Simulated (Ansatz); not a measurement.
# AlSiH (triplet): correlated methods under varied settings at angle Al2–Si1–H3 = 139.8°

What do other methods and options give for AlSiH (triplet) at this geometry, and how long do they take?

Method: the settings change from run to run; program: Ansatz 0.2.0, Gaussian basis.

11 further runs of the same task are left out: 1 for a mislabelled method, 10 that didn't finish.

## (1) What is computed

The geometry derives from a PBE0/def2-TZVP stationary point (not a proven minimum). One angle is set to the value named; bond lengths are kept.

3 atoms, charge 0, spin multiplicity 3.

Atoms are counted from 1 here; the program's logs count them from 0.

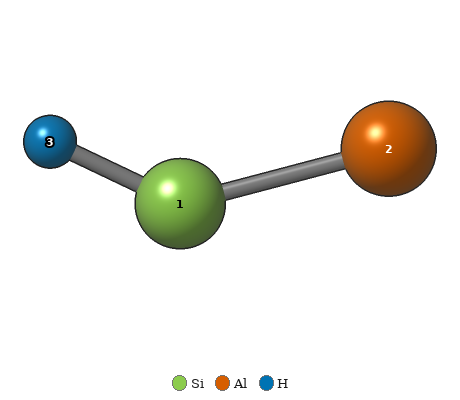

The structure; silicon green, aluminium orange, hydrogen blue; atoms are numbered from 1 in the order of the file.

## (2) CISD/def2-SVPD

Contents of in.yaml:

```yaml
crystal:
  periodic: [false, false, false]
  atoms:
    - {symbol: Si, position_ang: [0.000000, 0.721256, 0.867800]}
    - {symbol: Al, position_ang: [0.000000, -0.836666, -0.945196]}
    - {symbol: H, position_ang: [0.000000, 2.299432, 1.121352]}
basis:
  gaussian: {orbitals: def2-SVPD}
magnetization: {spin_polarized: false, initial_magnetization: 2}
correlation: {active_space: {ras: {orbitals: [3, 2, 41], electrons: 8, max_holes: 2, max_particles: 2}, fixed_orbitals: true}}
```

Started as:

```console
$ ansatz run in.yaml --threads 1 --pin off --events-out ev --progress --plain --max-ram 2393MiB
```

The log of the run:

```text
Functional definition: HF
  name "HF"
  cite "Fock, Z. Phys. 61, 126 (1930) doi:10.1007/BF01340294"
  parent pbe
  exchange = exact_x
  correlation = 0
523 factors; integrals over basis functions are off by at most 9.7e-4 eV
mean field evaluation 1: about -14453.2153 eV, gradient 6.9e0 eV
mean field evaluation 2: about -14453.2177 eV, gradient 6.9e0 eV
mean field evaluation 4: about -14453.8564 eV, gradient 1.6e0 eV
mean field evaluation 8: about -14453.9337 eV, gradient 4.9e-1 eV
mean field evaluation 16: about -14453.9673 eV, gradient 8.4e-6 eV
mean field evaluation 32: about -14453.9673 eV, gradient 1.3e-6 eV
mean field evaluation 64: about -14452.5238 eV, gradient 5.8e0 eV
mean field -14453.96731696 eV, -531.1735016472 hartree, gradient 8.4e-6 eV, S^2 2.000000; 8 other end points of the search recorded, 0 dependent functions left out
reference -14453.96731696 eV, -531.1735016472 hartree; 15, 13 occupied and 41, 43 virtual orbitals, 523 factors
state -14457.93908557 eV, -531.3194614517 hartree
Total energy: -14457.93908557 eV, -531.3194614517 hartree
```

It took 3 s on 1 thread of Arm Neoverse V1, shared host.

From the report: 71,492 determinants.

## (3) NEVPT2(4,9)/6-31G

Contents of in.yaml:

```yaml
crystal:
  periodic: [false, false, false]
  atoms:
    - {symbol: Si, position_ang: [0.000000, 0.721256, 0.867800]}
    - {symbol: Al, position_ang: [0.000000, -0.836666, -0.945196]}
    - {symbol: H, position_ang: [0.000000, 2.299432, 1.121352]}
basis:
  gaussian: {orbitals: 6-31G}
magnetization: {spin_polarized: false, initial_magnetization: 2}
correlation: {method: sc_nevpt2, electrons: valence, active_space: {window: {electrons: 4, orbitals: 9}, states: [{multiplicity: 3, weights: [1, 1]}, {multiplicity: 5, weights: [1]}], root: 1}}
scf: {lower_state_search: full}
```

Same command.

The log of the run, shortened:

```text
Functional definition: HF
  name "HF"
  cite "Fock, Z. Phys. 61, 126 (1930) doi:10.1007/BF01340294"
  parent pbe
[...]
552 factors; integrals over basis functions are off by at most 7.5e-8 eV
[...]
mean field -14457.13449967 eV, -531.2898934651 hartree, gradient 8.3e-6 eV, S^2 2.000000; 10 other end points of the search recorded, 0 dependent functions left out
reference -14457.13449967 eV, -531.2898934651 hartree; 15, 13 occupied and 13, 15 virtual orbitals, 552 factors
state -14457.99975338 eV, -531.3216909523 hartree
state -14456.40420293 eV, -531.2630555549 hartree
state -14457.99975338 eV, -531.3216909523 hartree; corrected -14459.17888362 eV, -531.3650231895 hartree
state -14456.40420293 eV, -531.2630555549 hartree; corrected -14457.62295081 eV, -531.3078437135 hartree
state -14455.94220402 eV, -531.2460774080 hartree
state -14455.94220402 eV, -531.2460774080 hartree; corrected -14457.08104802 eV, -531.2879291531 hartree
Total energy: -14457.62295081 eV, -531.3078437135 hartree
```

Wall time 11 s (1 thread of Arm Neoverse V1, shared host).

From the report: 648 determinants; active occupations (of the averaged states) 1.36, 1.10, 0.98, 0.50, 0.04, 0.01, 0.00, 0.00, 0.00.

## (4) BCCD(T) on UHF/6-31++G**

Contents of in.yaml:

```yaml
crystal:
  periodic: [false, false, false]
  atoms:
    - {symbol: Si, position_ang: [0.000000, 0.721256, 0.867800]}
    - {symbol: Al, position_ang: [0.000000, -0.836666, -0.945196]}
    - {symbol: H, position_ang: [0.000000, 2.299432, 1.121352]}
basis:
  gaussian: {orbitals: "6-31++G**", point_charges: [{charge: 1.00, position_ang: [4.468, 0.557, 0.825]}]}
magnetization: {spin_polarized: true, initial_magnetization: 2}
correlation: {method: bccd_t, electrons: outside_noble_gas, diis_vectors: 4}
output: {forces: true}
```

Launched as before.

The log of the run, shortened:

```text
Functional definition: HF
  name "HF"
  cite "Fock, Z. Phys. 61, 126 (1930) doi:10.1007/BF01340294"
  parent pbe
[...]
429 factors; integrals over basis functions are off by at most 7.9e-4 eV
[...]
mean field -14458.23837599 eV, -531.3304601719 hartree, gradient 4.1e-6 eV, S^2 2.268961; 7 other end points of the search recorded, 0 dependent functions left out
determinant -14458.23837599 eV, -531.3304601719 hartree, with singles and doubles -14461.91624466 eV, -531.4656193524 hartree
determinant -14456.67430266 eV, -531.2729815368 hartree, with singles and doubles -14460.35604403 eV, -531.4082830369 hartree
determinant -14456.59187668 eV, -531.2699524379 hartree, with singles and doubles -14460.40389592 eV, -531.4100415612 hartree
10 core orbitals not correlated: weight in the atoms' cores, before any rotation towards them, 1.000 or more for the frozen orbitals, at most 0.000 for the correlated occupied ones
reference -14458.23837599 eV, -531.3304601719 hartree; 5, 3 occupied and 37, 39 virtual orbitals, 429 factors
second order -2.68980011 eV of doubles, -0.00000000 eV of singles
cycle   1  -3.69113065 eV  change   -7.8e-2 eV  update   3.1e-2
[...]
cycle  21  -3.67809539 eV  change   -8.6e-8 eV  update   2.9e-7
perturbative correction -0.15547100 eV, -0.0057134540 hartree
[...]
Total energy: -14462.07194239 eV, -531.4713411383 hartree
Atom 0 at     0.000000     0.721256     0.867800 Å, force     0.265380     1.675651     0.999369 eV/Å
Atom 1 at     0.000000    -0.836666    -0.945196 Å, force    -0.087063    -0.435681    -0.671618 eV/Å
Atom 2 at     0.000000     2.299432     1.121352 Å, force    -0.036618    -1.262603    -0.362359 eV/Å
Dipole moment:    -0.370800    -0.190518    -0.319782 e Å
```

Run time: 6.5 s. Hardware: 1 thread of Arm Neoverse V1, shared host.

From the report: ⟨S²⟩ of the determinant 2.269 (pure triplet: 2.00); correlation -3.8336 eV; largest double amplitude 0.07.

## (5) MRCISD+Q(4,8)/6-31G

Contents of in.yaml:

```yaml
crystal:
  periodic: [false, false, false]
  atoms:
    - {symbol: Si, position_ang: [0.000000, 0.721256, 0.867800]}
    - {symbol: Al, position_ang: [0.000000, -0.836666, -0.945196]}
    - {symbol: H, position_ang: [0.000000, 2.299432, 1.121352]}
basis:
  gaussian: {orbitals: 6-31G}
magnetization: {spin_polarized: false, initial_magnetization: 2}
correlation: {method: fic_mrcisd_q, electrons: outside_noble_gas, active_space: {window: {electrons: 4, orbitals: 8}}}
accuracy: high
```

Launched as before.

The log of the run, shortened:

```text
Functional definition: HF
  name "HF"
  cite "Fock, Z. Phys. 61, 126 (1930) doi:10.1007/BF01340294"
  parent pbe
[...]
577 factors; integrals over basis functions are off by at most 3.3e-9 eV
[...]
mean field -14457.13449969 eV, -531.2898934657 hartree, gradient 5.5e-8 eV, S^2 2.000000; 4 other end points of the search recorded, 0 dependent functions left out
reference -14457.13449969 eV, -531.2898934657 hartree; 15, 13 occupied and 13, 15 virtual orbitals, 577 factors
state -14458.06351917 eV, -531.3240343022 hartree
contracted CI cycle   1: correlation 0.00000000 eV, 0.0000000000 hartree, residual 7.07e0 eV
contracted CI cycle   2: correlation -1.44858767 eV, -0.0532346151 hartree, residual 1.51e0 eV
contracted CI cycle   3: correlation -1.53143834 eV, -0.0562793208 hartree, residual 4.75e-1 eV
[...]
contracted CI cycle   6: correlation -1.54001789 eV, -0.0565946134 hartree, residual 1.71e-2 eV
contracted CI cycle   7: correlation -1.54002864 eV, -0.0565950086 hartree, residual 5.28e-3 eV
contracted CI cycle   8: correlation -1.54002963 eV, -0.0565950449 hartree, residual 1.63e-3 eV
contracted CI cycle   9: correlation -1.54002972 eV, -0.0565950484 hartree, residual 5.63e-4 eV
contracted CI cycle  10: correlation -1.54002973 eV, -0.0565950488 hartree, residual 1.94e-4 eV
contracted CI cycle  11: correlation -1.54002973 eV, -0.0565950488 hartree, residual 6.29e-5 eV
contracted CI cycle  12: correlation -1.54002973 eV, -0.0565950488 hartree, residual 2.14e-5 eV
contracted CI cycle  13: correlation -1.54002973 eV, -0.0565950488 hartree, residual 8.08e-6 eV
contracted CI cycle  14: correlation -1.54002973 eV, -0.0565950488 hartree, residual 3.13e-6 eV
state -14458.06351917 eV, -531.3240343022 hartree; corrected -14459.69545470 eV, -531.3840068267 hartree
Total energy: -14459.69545470 eV, -531.3840068267 hartree
```

It took 3.2 s on 1 thread of Arm Neoverse V1, shared host.

From the report: 384 determinants; active occupations 1.87, 1.00, 0.99, 0.07, 0.05, 0.02, 0.00, 0.00.

## (6) CCSDT on ROHF/6-31G

in.yaml, as its differences from that of step 5:

```diff
@@ -9,3 +9,2 @@
 magnetization: {spin_polarized: false, initial_magnetization: 2}
-correlation: {method: fic_mrcisd_q, electrons: outside_noble_gas, active_space: {window: {electrons: 4, orbitals: 8}}}
-accuracy: high
+correlation: {method: ccsdt, electrons: all}
```

Launched as before.

The log of the run, shortened:

```text
Functional definition: HF
  name "HF"
  cite "Fock, Z. Phys. 61, 126 (1930) doi:10.1007/BF01340294"
  parent pbe
[...]
552 factors; integrals over basis functions are off by at most 7.5e-8 eV
[...]
mean field -14457.13449967 eV, -531.2898934651 hartree, gradient 8.3e-6 eV, S^2 2.000000; 8 other end points of the search recorded, 0 dependent functions left out
[...]
determinant -14457.13449967 eV, -531.2898934651 hartree, with singles and doubles -14459.77953451 eV, -531.3870967026 hartree
determinant -14455.17764576 eV, -531.2179804103 hartree, with singles and doubles -14458.18418372 eV, -531.3284686426 hartree
determinant -14454.80419512 eV, -531.2042563525 hartree, with singles and doubles -14458.06065502 eV, -531.3239290463 hartree
determinant -14454.64000653 eV, -531.1982225329 hartree, with singles and doubles -14457.17998210 eV, -531.2915649138 hartree
determinant -14454.51407799 eV, -531.1935947447 hartree, with singles and doubles -14457.47418633 eV, -531.3023767197 hartree
determinant -14454.46736809 eV, -531.1918781873 hartree, with singles and doubles -14457.20397162 eV, -531.2924465124 hartree
reference -14457.13449967 eV, -531.2898934651 hartree; 15, 13 occupied and 13, 15 virtual orbitals, 552 factors
second order -1.79683919 eV of doubles, -0.05470401 eV of singles
cycle   1  -2.29670700 eV  change   -4.4e-1 eV  update   9.0e-2
[...]
cycle  22  -2.73896076 eV  change    6.9e-7 eV  update   7.4e-7
Total energy: -14459.87346043 eV, -531.3905484164 hartree
```

Wall time 20 s (1 thread of Arm Neoverse V1, shared host); peak memory 0.28 GiB.

From the report: correlation -2.7390 eV; T1 0.035; largest double amplitude 0.12.

## (7) All runs side by side

Where basis and cores are those of an earlier FCI/6-31G run (-14459.6949 eV), and the state is the same kind, the miss against it is given.

```tsv
level	correlated	functions	energy (eV)	from FCI (meV)	time
CISD/def2-SVPD	outside noble gas	56	-14457.9391		3 s
NEVPT2(4,9)/6-31G (excited root 1 of an average)	valence	28	-14457.6230		11 s
BCCD(T) on UHF/6-31++G** (beside a point charge)	outside noble gas	52	-14462.0719		6.5 s
MRCISD+Q(4,8)/6-31G	outside noble gas	28	-14459.6955	-0.6	3.2 s
CCSDT on ROHF/6-31G	all	28	-14459.8735		20 s
```

## (8) Summary of results

```
quantity                      value
    runs                          5
quickest        CISD/def2-SVPD, 3 s
 slowest  CCSDT on ROHF/6-31G, 20 s
```

In words: Total energies in different bases, with other cores or another treatment of relativity can't be set against each other. CCSDT on ROHF/6-31G took 7 times as long as CISD/def2-SVPD; the jobs differ in more than the method.
